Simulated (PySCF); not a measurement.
# One shape, several levels: GeCNClF (SMILES N#[C][Ge]([F])[Cl])

We compute a comparison of 4 runs (U-revPBE/cc-pVDZ, UB3LYP/cc-pVDZ, UCAM-B3LYP/cc-pVDZ, UM06-L/cc-pVDZ) of GeCNClF. 

The calculation is run with PySCF 2.14.0.

## (1) The molecule

GeCNClF: 5 atoms, total charge 0, spin state doublet. As SMILES, `N#[C][Ge]([F])[Cl]`. The shape is that of a PBE0-D4/def2-TZVP optimisation.

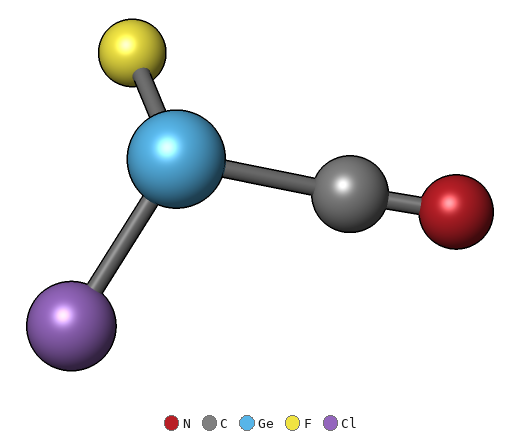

Viewed from a chosen angle; nitrogen red, carbon grey, germanium blue, fluorine yellow, chlorine purple.

## (2) The energy at U-revPBE/cc-pVDZ (run 1)

Contents of input.xyz:

```xyz
5

N      1.169800    -1.332900     1.557000
C      0.647700    -0.755000     0.707300
Ge    -0.063200     0.127200    -0.853400
F     -1.722100    -0.343000    -0.913400
Cl     0.017500     2.230100    -0.539000
```

Contents of run.py:

```python
from pyscf import gto, dft

mol = gto.Mole()
mol.atom = 'input.xyz'
mol.basis = 'cc-pvdz'
mol.max_memory = 1860
mol.charge = 0
mol.verbose = 3
mol.spin = 1
mol.build()

mf = dft.UKS(mol)
mf.xc = 'revpbe'
mf.grids.level = 5
mf.conv_tol = 1e-10
mf.kernel()
if not mf.converged:
    mf = mf.newton().run(mf.mo_coeff, mf.mo_occ)

etot = mf.e_tot
print(f'total energy: {etot:.8f} hartree')
```

On the command line:

```console
$ OMP_NUM_THREADS=1 python run.py
```

What it wrote:

```text
<dir> SyntaxWarning: invalid escape sequence '\W'
  S = {(paw_set(r)[0], bool(re.search(r"spin_orbit\W+true|paw_fr", str((r.get("files") or {}).get("input") or "")) or re.search("(?i)spin.orbit\W+(value\W+)?(true|yes)|value\W+spin-orbit", json.dumps(r.get("inputs"), default=str)))) for r in records}

WARN: HOMO -0.206812876577958 >= LUMO -0.206812876577959

converged SCF energy = -2729.60353727077  <S^2> = 0.75157491  2S+1 = 2.0015743
total energy: -2729.60353727 hartree
```

Run time: 41 s. Hardware: 1 thread of Arm Neoverse V1, shared host; peak memory 0.47 GiB.

## (3) The energy at UB3LYP/cc-pVDZ (run 2)

Contents of input.py:

```python
from pyscf import gto, dft

molecule = gto.Mole()
molecule.atom = '''
N      2.210602    -2.518816     2.942304
C      1.223976    -1.426743     1.336603
Ge    -0.119431     0.240373    -1.612692
F     -3.254297    -0.648176    -1.726076
Cl     0.033070     4.214278    -1.018562
'''
molecule.unit = 'bohr'
molecule.spin = 1
molecule.verbose = 3
molecule.basis = 'cc-pvdz'
molecule.max_memory = 1860
molecule.build()

myscf = dft.UKS(molecule, xc='b3lyp')
myscf.grids.level = 5
myscf.conv_tol = 1e-10
myscf.kernel()
if not myscf.converged:
    myscf = myscf.newton().run(myscf.mo_coeff, myscf.mo_occ)

e_tot = myscf.e_tot
print('E = %.10f Eh' % e_tot)
```

On the command line:

```console
$ OMP_NUM_THREADS=1 python input.py
```

What it wrote:

```text
<dir> SyntaxWarning: invalid escape sequence '\W'
  S = {(paw_set(r)[0], bool(re.search(r"spin_orbit\W+true|paw_fr", str((r.get("files") or {}).get("input") or "")) or re.search("(?i)spin.orbit\W+(value\W+)?(true|yes)|value\W+spin-orbit", json.dumps(r.get("inputs"), default=str)))) for r in records}

WARN: HOMO -0.212481208381099 >= LUMO -0.2124812083811

converged SCF energy = -2729.95888702084  <S^2> = 0.75202829  2S+1 = 2.0020273
E = -2729.9588870208 Eh
```

It took 51 s on 1 thread of Arm Neoverse V1, shared host; peak memory 0.47 GiB.

Run 3 isn't shown in full; the table further down has it.

## (4) The energy at UM06-L/cc-pVDZ (run 4)

Contents of calc.py:

```python
from pyscf import gto, dft

system = gto.M(
    atom='''
N      2.210602    -2.518816     2.942304
C      1.223976    -1.426743     1.336603
Ge    -0.119431     0.240373    -1.612692
F     -3.254297    -0.648176    -1.726076
Cl     0.033070     4.214278    -1.018562
''',
    max_memory=1860,
    basis='cc-pvdz',
    unit='bohr',
    verbose=3,
    charge=0,
    spin=1,
)

myscf = dft.UKS(system, xc='m06-l')
myscf.grids.level = 5
myscf.conv_tol = 1e-10
myscf.kernel()
if not myscf.converged:
    myscf = myscf.newton().run(myscf.mo_coeff, myscf.mo_occ)

energy = myscf.e_tot
print('E(%s) = %.9f' % ('M06-L', energy))
```

On the command line:

```console
$ OMP_NUM_THREADS=1 python calc.py
```

What it wrote:

```text
<dir> SyntaxWarning: invalid escape sequence '\W'
  S = {(paw_set(r)[0], bool(re.search(r"spin_orbit\W+true|paw_fr", str((r.get("files") or {}).get("input") or "")) or re.search("(?i)spin.orbit\W+(value\W+)?(true|yes)|value\W+spin-orbit", json.dumps(r.get("inputs"), default=str)))) for r in records}

WARN: HOMO -0.209057262865939 >= LUMO -0.20905726286594

converged SCF energy = -2729.82436499314  <S^2> = 0.75158438  2S+1 = 2.0015838
E(M06-L) = -2729.824364993
```

Run time: 97 s. Hardware: 1 thread of Arm Neoverse V1, shared host; peak memory 0.49 GiB.

## (5) All runs side by side

```tsv
run	level	energy (Eh)	dipole moment (D)	HOMO energy (eV)	LUMO energy (eV)	wall time
1	U-revPBE/cc-pVDZ	-2729.603537	2.32	-6.70	-5.44	41 s
2	UB3LYP/cc-pVDZ	-2729.958887	2.50	-7.78	-5.13	51 s
3	UCAM-B3LYP/cc-pVDZ	-2729.967128	2.56	-9.35	-3.83	79 s
4	UM06-L/cc-pVDZ	-2729.824365	2.46	-6.99	-5.81	97 s
```

## (6) What came out

| quantity | value |
| --- | --- |
| run 4: total energy | -2729.82436 Eh |
| run 4: dipole moment | 2.46 D |
| run 4: HOMO energy (highest over α and β) | -6.99 eV |
| run 4: LUMO energy (lowest over α and β) | -5.81 eV |
| run 4: ⟨S²⟩ | 0.752 |

In words: The dipole moment (its size) runs from 2.32 D (U-revPBE/cc-pVDZ) to 2.56 D (UCAM-B3LYP/cc-pVDZ). Totals of different functionals can't be ranked against each other. All runs together took 4.5 min, the longest 97 s.
